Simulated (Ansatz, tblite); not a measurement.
**The cluster Al4P3: one state, many levels**

Aim: run the doublet of the cluster Al4P3 at one geometry on many levels, and compare frontier levels, spin and run time.

Program: Ansatz 0.2.0, Gaussian basis. Level of theory: as each input shows. These are calculated values, not measurements.

Plan: GFN1-xTB, GFN2-xTB, PBE-D4/def2-TZVP, r2SCAN-D4/def2-TZVP, r2SCAN0-D4/def2-TZVP, BHLYP-D4/def2-TZVP, ωB97X-V/def2-TZVP, PBE-D4/def2-SVP, PBE0-D4/def2-SVP, HF/STO-3G, PBE0-D4/def2-TZVPD, PBE-D4/def2-TZVPD, r2SCAN0-D4/def2-TZVPD, CCSD(T)/def2-SVP, MP2/def2-TZVP, RPA/def2-TZVP.

4 further runs of the same task are left out: 2 that didn't finish, 2 set aside as unsound or not needed.

### Step 1. The relaxed structure

The geometry is that of the doublet, from an earlier relaxation (B3LYP-D4/def2-SVP). At that level it is the lowest of the isomers that a small search found.

7 atoms, charge 0, spin multiplicity 2.

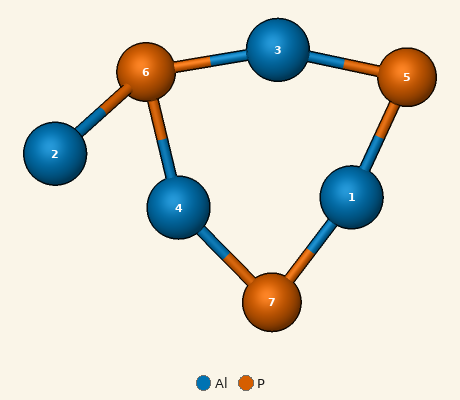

The geometry (aluminium blue, phosphorus orange); atoms are numbered from 1 in the order of the file.

Coordinates:

```
Al    1.9903    0.1836    0.3224
Al   -3.0341   -1.3467    0.4546
Al   -0.2418    1.7721   -0.2194
Al   -0.3572   -1.3665   -0.3064
P     1.8015    2.4072    0.2937
P    -1.8534    0.3543   -0.8280
P     1.6946   -2.0039    0.2832
```

PBE0-D4/def2-TZVP was run before; its log isn't repeated, and its numbers join the tables.

### Step 2. GFN1-xTB

Tight binding, by tblite at 300 K electronic temperature and without a spin-polarisation term:

```python
tblite.interface.Calculator('GFN1-xTB', numbers, positions, charge=0, uhf=1).singlepoint()
```

Energy -353.3789 eV; 0.045 s.

### Step 3. GFN2-xTB

Tight binding, by tblite at 300 K electronic temperature and without a spin-polarisation term:

```python
tblite.interface.Calculator('GFN2-xTB', numbers, positions, charge=0, uhf=1).singlepoint()
```

Energy -318.6495 eV; 0.076 s.

### Step 4. PBE-D4/def2-TZVP

start.molden holds the orbitals of an earlier run on this state, given as this run's starting guess.

in.yaml reads:

```yaml
crystal:
  periodic: [false, false, false]
  atoms:
    - {symbol: Al, position_ang: [1.990286, 0.183572, 0.322351]}
    - {symbol: Al, position_ang: [-3.034059, -1.346741, 0.454630]}
    - {symbol: Al, position_ang: [-0.241810, 1.772085, -0.219438]}
    - {symbol: Al, position_ang: [-0.357203, -1.366522, -0.306421]}
    - {symbol: P, position_ang: [1.801508, 2.407185, 0.293719]}
    - {symbol: P, position_ang: [-1.853371, 0.354306, -0.828047]}
    - {symbol: P, position_ang: [1.694639, -2.003886, 0.283207]}
basis:
  gaussian: {orbitals: def2-TZVP, initial_orbitals: start.molden}
magnetization: {spin_polarized: true, initial_magnetization: 1}
hamiltonian: {xc: pbe, dispersion: d4}
scf: {omitted_lower_state_checks: [starts]}
output: {orbitals: {seedname: orbitals}}
```

On the command line:

```bash
$ ansatz run in.yaml --threads 4 --pin off --events-out ev --progress --plain --max-ram 4787MiB
```

The program printed:

```text
Functional definition: PBE
  name "PBE"
  cite "Perdew, Burke & Ernzerhof, Phys. Rev. Lett. 77, 3865 (1996) doi:10.1103/PhysRevLett.77.3865"
  parent pbe
  parameter kappa = 0.804
  parameter beta = 0.06672455060314922
  exchange = pbe_x(kappa = kappa, mu = beta*pi^2/3)
  correlation = pbe_c(beta = beta)
these checks for a lower state are left out or cut short: starts
1846 factors; their error is unknown
mean field evaluation 1: about -54230.2516 eV, gradient 1.2e1 eV
mean field evaluation 2: about -54230.4375 eV, gradient 3.2e-1 eV
mean field evaluation 4: about -54230.4259 eV, gradient 3.0e-2 eV
mean field -54230.42585927 eV, -1992.9313916253 hartree, gradient 5.4e-5 eV, S^2 0.762901; 0 other end points of the search recorded, 0 dependent functions left out
reference -54230.42590029 eV, -1992.9313931326 hartree; 49, 48 occupied and 210, 211 virtual orbitals, 1846 factors
Total energy: -54230.89646286 eV, -1992.9486859882 hartree
Checks for a lower state left out: starts
```

Wall time 16 s (4 threads of Intel Xeon at 2.50GHz, shared host).

From the report: HOMO -4.95 eV, LUMO -4.30 eV (over both spins); ⟨S²⟩ 0.763 (pure: 0.75).

### Step 5. r2SCAN-D4/def2-TZVP

in.yaml, as its differences from that of step 4:

```diff
@@ -13,3 +13,3 @@
 magnetization: {spin_polarized: true, initial_magnetization: 1}
-hamiltonian: {xc: pbe, dispersion: d4}
+hamiltonian: {xc: r2scan, dispersion: d4}
 scf: {omitted_lower_state_checks: [starts]}
```

The command is unchanged.

The program printed:

```text
Functional definition: r2SCAN
  name "r2SCAN"
  cite "Furness, Kaplan, Ning, Perdew & Sun, J. Phys. Chem. Lett. 11, 8208 (2020) doi:10.1021/acs.jpclett.0c02405"
  cite "Furness, Kaplan, Ning, Perdew & Sun, J. Phys. Chem. Lett. 11, 9248 (2020) doi:10.1021/acs.jpclett.0c03077"
  parent r2scan
  parameter k0 = 0.174
  parameter k1 = 0.065
  parameter a1 = 4.9479
  exchange = r2scan_x(k0 = k0, k1 = k1, a1 = a1)
  correlation = r2scan_c
these checks for a lower state are left out or cut short: starts
1846 factors; their error is unknown
mean field evaluation 1: about -54252.5650 eV, gradient 7.8e0 eV
mean field evaluation 2: about -54252.6382 eV, gradient 1.6e-1 eV
mean field evaluation 4: about -54252.6191 eV, gradient 6.1e-3 eV
mean field evaluation 8: about -54252.6191 eV, gradient 1.5e-5 eV
mean field -54252.61912007 eV, -1993.7469789166 hartree, gradient 1.5e-5 eV, S^2 0.787800; 0 other end points of the search recorded, 0 dependent functions left out
reference -54252.61913803 eV, -1993.7469795765 hartree; 49, 48 occupied and 210, 211 virtual orbitals, 1846 factors
Total energy: -54252.72413535 eV, -1993.7508381570 hartree
Checks for a lower state left out: starts
```

It took 39 s on 4 threads of Intel Xeon at 2.50GHz, shared host.

From the report: HOMO -5.21 eV, LUMO -4.06 eV (over both spins); ⟨S²⟩ 0.788 (pure: 0.75).

### Step 6. r2SCAN0-D4/def2-TZVP

in.yaml, as its differences from that of step 5:

```diff
@@ -13,3 +13,3 @@
 magnetization: {spin_polarized: true, initial_magnetization: 1}
-hamiltonian: {xc: r2scan, dispersion: d4}
+hamiltonian: {xc: {name: r2SCAN0}, dispersion: d4}
 scf: {omitted_lower_state_checks: [starts]}
```

Same command.

The program printed (excerpt; [...] marks lines left out):

```text
Functional definition: r2SCAN0
  name "r2SCAN0"
  cite "Bursch, Neugebauer, Ehlert & Grimme, J. Chem. Phys. 156, 134105 (2022) doi:10.1063/5.0086040"
  cite "Furness, Kaplan, Ning, Perdew & Sun, J. Phys. Chem. Lett. 11, 8208 (2020) doi:10.1021/acs.jpclett.0c02405"
  cite "Furness, Kaplan, Ning, Perdew & Sun, J. Phys. Chem. Lett. 11, 9248 (2020) doi:10.1021/acs.jpclett.0c03077"
  parent r2scan
[...]
1962 factors; their error is unknown
[...]
mean field -54251.48789025 eV, -1993.7054069876 hartree, gradient 3.7e-5 eV, S^2 0.795427; 0 other end points of the search recorded, 0 dependent functions left out
reference -54251.48790427 eV, -1993.7054075026 hartree; 49, 48 occupied and 210, 211 virtual orbitals, 1962 factors
Total energy: -54251.62569324 eV, -1993.7104711539 hartree
Checks for a lower state left out: starts
```

It took 68 s on 4 threads of Intel Xeon at 2.50GHz, shared host; peak memory 1.4 GiB.

Report: HOMO -5.82 eV, LUMO -3.48 eV (over both spins); ⟨S²⟩ 0.795 (pure: 0.75).

### Step 7. BHLYP-D4/def2-TZVP

in.yaml, as its differences from that of step 6:

```diff
@@ -13,3 +13,3 @@
 magnetization: {spin_polarized: true, initial_magnetization: 1}
-hamiltonian: {xc: {name: r2SCAN0}, dispersion: d4}
+hamiltonian: {xc: {name: BHLYP}, dispersion: d4}
 scf: {omitted_lower_state_checks: [starts]}
```

The command is unchanged.

The program printed:

```text
Functional definition: BHLYP
  name "BHLYP"
  cite "Becke, J. Chem. Phys. 98, 1372 (1993) doi:10.1063/1.464304"
  cite "Becke, Phys. Rev. A 38, 3098 (1988) doi:10.1103/PhysRevA.38.3098"
  cite "Lee, Yang & Parr, Phys. Rev. B 37, 785 (1988) doi:10.1103/PhysRevB.37.785"
  parameter a = 0.5
  exchange = (1 - a)*b88_x + a*exact_x
  correlation = lyp_c
these checks for a lower state are left out or cut short: starts
2119 factors; their error is unknown
mean field evaluation 1: about -54256.1791 eV, gradient 9.2e0 eV
mean field evaluation 2: about -54256.2969 eV, gradient 2.6e-1 eV
mean field evaluation 4: about -54256.4744 eV, gradient 1.0e-2 eV
mean field -54256.47444838 eV, -1993.8886596186 hartree, gradient 2.2e-5 eV, S^2 0.775026; 0 other end points of the search recorded, 0 dependent functions left out
reference -54256.47462606 eV, -1993.8886661483 hartree; 49, 48 occupied and 210, 211 virtual orbitals, 2119 factors
Total energy: -54257.29532162 eV, -1993.9188261539 hartree
Checks for a lower state left out: starts
```

Wall time 54 s (4 threads of Intel Xeon at 2.50GHz, shared host); peak memory 1.4 GiB.

From the report: HOMO -6.04 eV, LUMO -2.87 eV (over both spins); ⟨S²⟩ 0.775 (pure: 0.75).

### Step 8. ωB97X-V/def2-TZVP

in.yaml, as its differences from that of step 7:

```diff
@@ -13,3 +13,3 @@
 magnetization: {spin_polarized: true, initial_magnetization: 1}
-hamiltonian: {xc: {name: BHLYP}, dispersion: d4}
+hamiltonian: {xc: {name: wB97X-V}}
 scf: {omitted_lower_state_checks: [starts]}
```

Same command.

The program printed (excerpt; [...] marks lines left out):

```text
Functional definition: wB97X-V
  name "wB97X-V"
  cite "Mardirossian & Head-Gordon, Phys. Chem. Chem. Phys. 16, 9904 (2014) doi:10.1039/C3CP54374A"
  cite "Becke, J. Chem. Phys. 107, 8554 (1997) doi:10.1063/1.475007"
  cite "Vydrov & Van Voorhis, J. Chem. Phys. 133, 244103 (2010) doi:10.1063/1.3521275"
[...]
      + integral(e_c_pw_opposite_spin*poly(b97_u_opposite, cos0, cos1)) + vv10(b, c)
[...]
1846 factors; their error is unknown
386 factors; integrals over basis functions are off by at most 1.4e-5 eV
the host lacks memory for fits, so the integrals are decomposed
1573 factors; integrals over basis functions are off by at most 7.9e-4 eV
386 factors; integrals over basis functions are off by at most 1.4e-5 eV
[...]
mean field -54247.51634533 eV, -1993.5594554037 hartree, gradient 2.4e-5 eV, S^2 0.774027; 0 other end points of the search recorded, 0 dependent functions left out
reference -54247.51634380 eV, -1993.5594553473 hartree; 49, 48 occupied and 210, 211 virtual orbitals, 1573 factors
Total energy: -54247.51634380 eV, -1993.5594553473 hartree
Checks for a lower state left out: starts
```

Run time: 86 s. Hardware: 4 threads of Intel Xeon at 2.50GHz, shared host; peak memory 1.5 GiB.

From the report: HOMO -7.17 eV, LUMO -2.02 eV (over both spins); ⟨S²⟩ 0.774 (pure: 0.75).

### Step 9. PBE-D4/def2-SVP

in.yaml, as its differences from that of step 8:

```diff
@@ -11,5 +11,5 @@
 basis:
-  gaussian: {orbitals: def2-TZVP, initial_orbitals: start.molden}
+  gaussian: {orbitals: def2-SVP, initial_orbitals: start.molden}
 magnetization: {spin_polarized: true, initial_magnetization: 1}
-hamiltonian: {xc: {name: wB97X-V}}
+hamiltonian: {xc: pbe, dispersion: d4}
 scf: {omitted_lower_state_checks: [starts]}
```

Launched as before.

The program printed:

```text
Functional definition: PBE
  name "PBE"
  cite "Perdew, Burke & Ernzerhof, Phys. Rev. Lett. 77, 3865 (1996) doi:10.1103/PhysRevLett.77.3865"
  parent pbe
  parameter kappa = 0.804
  parameter beta = 0.06672455060314922
  exchange = pbe_x(kappa = kappa, mu = beta*pi^2/3)
  correlation = pbe_c(beta = beta)
these checks for a lower state are left out or cut short: starts
1393 factors; their error is unknown
mean field evaluation 1: about -54211.3634 eV, gradient 6.3e0 eV
mean field evaluation 2: about -54211.5831 eV, gradient 3.1e-1 eV
mean field evaluation 4: about -54211.5148 eV, gradient 2.8e-2 eV
mean field evaluation 8: about -54211.5149 eV, gradient 1.2e-5 eV
mean field -54211.51485182 eV, -1992.2364249197 hartree, gradient 1.2e-5 eV, S^2 0.761985; 0 other end points of the search recorded, 0 dependent functions left out
reference -54211.51489238 eV, -1992.2364264106 hartree; 49, 48 occupied and 77, 78 virtual orbitals, 1393 factors
Total energy: -54211.98545496 eV, -1992.2537192662 hartree
Checks for a lower state left out: starts
```

Wall time 7 s (4 threads of Intel Xeon at 2.50GHz, shared host).

HOMO -4.99 eV, LUMO -4.35 eV (over both spins); ⟨S²⟩ 0.762 (pure: 0.75).

### Step 10. PBE0-D4/def2-SVP

in.yaml, as its differences from that of step 9:

```diff
@@ -13,3 +13,3 @@
 magnetization: {spin_polarized: true, initial_magnetization: 1}
-hamiltonian: {xc: pbe, dispersion: d4}
+hamiltonian: {xc: pbe0, dispersion: d4}
 scf: {omitted_lower_state_checks: [starts]}
```

The command is unchanged.

The program printed:

```text
Functional definition: PBE0
  name "PBE0"
  cite "Adamo & Barone, J. Chem. Phys. 110, 6158 (1999) doi:10.1063/1.478522"
  cite "Perdew, Burke & Ernzerhof, Phys. Rev. Lett. 77, 3865 (1996) doi:10.1103/PhysRevLett.77.3865"
  parent pbe
  parameter a = 0.25
  parameter kappa = 0.804
  parameter beta = 0.06672455060314922
  exchange = (1 - a)*pbe_x(kappa = kappa, mu = beta*pi^2/3) + a*exact_x
  correlation = pbe_c(beta = beta)
these checks for a lower state are left out or cut short: starts
1106 factors; integrals over basis functions are off by at most 9.7e-4 eV
mean field evaluation 1: about -54215.8196 eV, gradient 3.3e0 eV
mean field evaluation 2: about -54215.9114 eV, gradient 8.0e-2 eV
mean field evaluation 4: about -54215.9845 eV, gradient 6.2e-4 eV
mean field -54215.98445877 eV, -1992.4006799458 hartree, gradient 2.1e-5 eV, S^2 0.772392; 0 other end points of the search recorded, 0 dependent functions left out
reference -54215.98448933 eV, -1992.4006810687 hartree; 49, 48 occupied and 77, 78 virtual orbitals, 1106 factors
Total energy: -54216.40012804 eV, -1992.4159555094 hartree
Checks for a lower state left out: starts
```

Run time: 11 s. Hardware: 4 threads of Intel Xeon at 2.50GHz, shared host.

Report: HOMO -5.66 eV, LUMO -3.74 eV (over both spins); ⟨S²⟩ 0.772 (pure: 0.75).

### Step 11. HF/STO-3G

in.yaml, as its differences from that of step 10:

```diff
@@ -11,5 +11,5 @@
 basis:
-  gaussian: {orbitals: def2-SVP, initial_orbitals: start.molden}
+  gaussian: {orbitals: STO-3G}
 magnetization: {spin_polarized: true, initial_magnetization: 1}
-hamiltonian: {xc: pbe0, dispersion: d4}
+hamiltonian: {xc: hf}
 scf: {omitted_lower_state_checks: [starts]}
```

Launched as before.

The program printed:

```text
Functional definition: HF
  name "HF"
  cite "Fock, Z. Phys. 61, 126 (1930) doi:10.1007/BF01340294"
  parent pbe
  exchange = exact_x
  correlation = 0
these checks for a lower state are left out or cut short: starts
676 factors; integrals over basis functions are off by at most 9.8e-5 eV
mean field evaluation 1: about -53507.8803 eV, gradient 2.7e1 eV
mean field evaluation 2: about -53507.9297 eV, gradient 2.7e1 eV
mean field evaluation 4: about -53514.9300 eV, gradient 2.6e0 eV
mean field evaluation 8: about -53515.1414 eV, gradient 2.2e-1 eV
mean field -53515.14352982 eV, -1966.6452508537 hartree, gradient 2.0e-5 eV, S^2 0.815874; 0 other end points of the search recorded, 0 dependent functions left out
reference -53515.14352982 eV, -1966.6452508537 hartree; 49, 48 occupied and 14, 15 virtual orbitals, 676 factors
Total energy: -53515.14352982 eV, -1966.6452508537 hartree
Checks for a lower state left out: starts
```

Wall time 2.3 s (4 threads of Intel Xeon at 2.50GHz, shared host).

Report: HOMO -1.37 eV, LUMO 6.13 eV (over both spins); ⟨S²⟩ 0.816 (pure: 0.75).

### Step 12. PBE0-D4/def2-TZVPD

in.yaml, as its differences from that of step 11:

```diff
@@ -11,5 +11,5 @@
 basis:
-  gaussian: {orbitals: STO-3G}
+  gaussian: {orbitals: def2-TZVPD, initial_orbitals: start.molden}
 magnetization: {spin_polarized: true, initial_magnetization: 1}
-hamiltonian: {xc: hf}
+hamiltonian: {xc: pbe0, dispersion: d4}
 scf: {omitted_lower_state_checks: [starts]}
```

Same command.

The program printed:

```text
Functional definition: PBE0
  name "PBE0"
  cite "Adamo & Barone, J. Chem. Phys. 110, 6158 (1999) doi:10.1063/1.478522"
  cite "Perdew, Burke & Ernzerhof, Phys. Rev. Lett. 77, 3865 (1996) doi:10.1103/PhysRevLett.77.3865"
  parent pbe
  parameter a = 0.25
  parameter kappa = 0.804
  parameter beta = 0.06672455060314922
  exchange = (1 - a)*pbe_x(kappa = kappa, mu = beta*pi^2/3) + a*exact_x
  correlation = pbe_c(beta = beta)
these checks for a lower state are left out or cut short: starts
2052 factors; their error is unknown
mean field evaluation 1: about -54234.5611 eV, gradient 4.7e0 eV
mean field evaluation 2: about -54234.5949 eV, gradient 6.2e-2 eV
mean field evaluation 4: about -54234.7324 eV, gradient 1.9e-4 eV
mean field -54234.73242485 eV, -1993.0896549914 hartree, gradient 1.2e-5 eV, S^2 0.773459; 0 other end points of the search recorded, 0 dependent functions left out
reference -54234.73246218 eV, -1993.0896563632 hartree; 49, 48 occupied and 252, 253 virtual orbitals, 2052 factors
Total energy: -54235.14810089 eV, -1993.1049308040 hartree
Checks for a lower state left out: starts
```

Run time: 61 s. Hardware: 4 threads of Intel Xeon at 2.50GHz, shared host; peak memory 1.7 GiB.

HOMO -5.63 eV, LUMO -3.66 eV (over both spins); ⟨S²⟩ 0.773 (pure: 0.75).

### Step 13. PBE-D4/def2-TZVPD

in.yaml, as its differences from that of step 12:

```diff
@@ -13,3 +13,3 @@
 magnetization: {spin_polarized: true, initial_magnetization: 1}
-hamiltonian: {xc: pbe0, dispersion: d4}
+hamiltonian: {xc: pbe, dispersion: d4}
 scf: {omitted_lower_state_checks: [starts]}
```

Launched as before.

The program printed:

```text
Functional definition: PBE
  name "PBE"
  cite "Perdew, Burke & Ernzerhof, Phys. Rev. Lett. 77, 3865 (1996) doi:10.1103/PhysRevLett.77.3865"
  parent pbe
  parameter kappa = 0.804
  parameter beta = 0.06672455060314922
  exchange = pbe_x(kappa = kappa, mu = beta*pi^2/3)
  correlation = pbe_c(beta = beta)
these checks for a lower state are left out or cut short: starts
1881 factors; their error is unknown
mean field evaluation 1: about -54230.2577 eV, gradient 1.3e1 eV
mean field evaluation 2: about -54230.4785 eV, gradient 3.7e-1 eV
mean field evaluation 4: about -54230.4618 eV, gradient 5.6e-2 eV
mean field -54230.46181522 eV, -1992.9327129821 hartree, gradient 6.6e-5 eV, S^2 0.762945; 0 other end points of the search recorded, 0 dependent functions left out
reference -54230.46186448 eV, -1992.9327147922 hartree; 49, 48 occupied and 252, 253 virtual orbitals, 1881 factors
Total energy: -54230.93242705 eV, -1992.9500076479 hartree
Checks for a lower state left out: starts
```

Run time: 27 s. Hardware: 4 threads of Intel Xeon at 2.50GHz, shared host; peak memory 0.8 GiB.

From the report: HOMO -4.97 eV, LUMO -4.31 eV (over both spins); ⟨S²⟩ 0.763 (pure: 0.75).

### Step 14. r2SCAN0-D4/def2-TZVPD

in.yaml, as its differences from that of step 13:

```diff
@@ -13,3 +13,3 @@
 magnetization: {spin_polarized: true, initial_magnetization: 1}
-hamiltonian: {xc: pbe, dispersion: d4}
+hamiltonian: {xc: {name: r2SCAN0}, dispersion: d4}
 scf: {omitted_lower_state_checks: [starts]}
```

Launched as before.

The program printed (excerpt; [...] marks lines left out):

```text
Functional definition: r2SCAN0
  name "r2SCAN0"
  cite "Bursch, Neugebauer, Ehlert & Grimme, J. Chem. Phys. 156, 134105 (2022) doi:10.1063/5.0086040"
  cite "Furness, Kaplan, Ning, Perdew & Sun, J. Phys. Chem. Lett. 11, 8208 (2020) doi:10.1021/acs.jpclett.0c02405"
  cite "Furness, Kaplan, Ning, Perdew & Sun, J. Phys. Chem. Lett. 11, 9248 (2020) doi:10.1021/acs.jpclett.0c03077"
  parent r2scan
[...]
2052 factors; their error is unknown
the host lacks memory for fits, so the integrals are decomposed
1873 factors; integrals over basis functions are off by at most 6.2e-4 eV
[...]
mean field -54251.52318327 eV, -1993.7067039819 hartree, gradient 2.1e-5 eV, S^2 0.795765; 0 other end points of the search recorded, 0 dependent functions left out
reference -54251.52320121 eV, -1993.7067046412 hartree; 49, 48 occupied and 252, 253 virtual orbitals, 1873 factors
Total energy: -54251.66099018 eV, -1993.7117682925 hartree
Checks for a lower state left out: starts
```

Wall time 81 s (4 threads of Intel Xeon at 2.50GHz, shared host); peak memory 1.6 GiB.

Report: HOMO -5.82 eV, LUMO -3.47 eV (over both spins); ⟨S²⟩ 0.796 (pure: 0.75).

### Step 15. CCSD(T)/def2-SVP

in.yaml, as its differences from that of step 14:

```diff
@@ -11,6 +11,6 @@
 basis:
-  gaussian: {orbitals: def2-TZVPD, initial_orbitals: start.molden}
+  gaussian: {orbitals: def2-SVP, initial_orbitals: start.molden}
 magnetization: {spin_polarized: true, initial_magnetization: 1}
-hamiltonian: {xc: {name: r2SCAN0}, dispersion: d4}
-scf: {omitted_lower_state_checks: [starts]}
+correlation: {method: ccsd_t}
+scf: {omitted_lower_state_checks: [starts, cluster_reference]}
 output: {orbitals: {seedname: orbitals}}
```

Launched as before.

The program printed (excerpt; [...] marks lines left out):

```text
Functional definition: HF
  name "HF"
  cite "Fock, Z. Phys. 61, 126 (1930) doi:10.1007/BF01340294"
  parent pbe
[...]
1106 factors; integrals over basis functions are off by at most 9.7e-4 eV
[...]
mean field -54131.69889725 eV, -1989.3032426905 hartree, gradient 3.0e-6 eV, S^2 0.848012; 0 other end points of the search recorded, 0 dependent functions left out
35 core orbitals not correlated: weight in the atoms' cores, before any rotation towards them, 1.000 or more for the frozen orbitals, at most 0.000 for the correlated occupied ones
reference -54131.69889725 eV, -1989.3032426905 hartree; 14, 13 occupied and 77, 78 virtual orbitals, 1106 factors
second order -14.96768982 eV of doubles, -0.00000000 eV of singles
cycle   1  -15.35846941 eV  change   -3.9e-1 eV  update   1.7e-1
[...]
cycle  15  -16.19793474 eV  change    1.0e-5 eV  update   3.1e-5
perturbative correction -1.12391080 eV, -0.0413029601 hartree
Total energy: -54149.02074278 eV, -1989.9398087728 hartree
Checks for a lower state left out: starts, cluster_reference
```

It took 44 s on 4 threads of Intel Xeon at 2.50GHz, shared host; peak memory 0.92 GiB.

From the report: Hartree-Fock HOMO -7.17 eV, LUMO -0.75 eV (over both spins); ⟨S²⟩ 0.848 (pure: 0.75); T1 0.035.

[end of part 1 of 2]
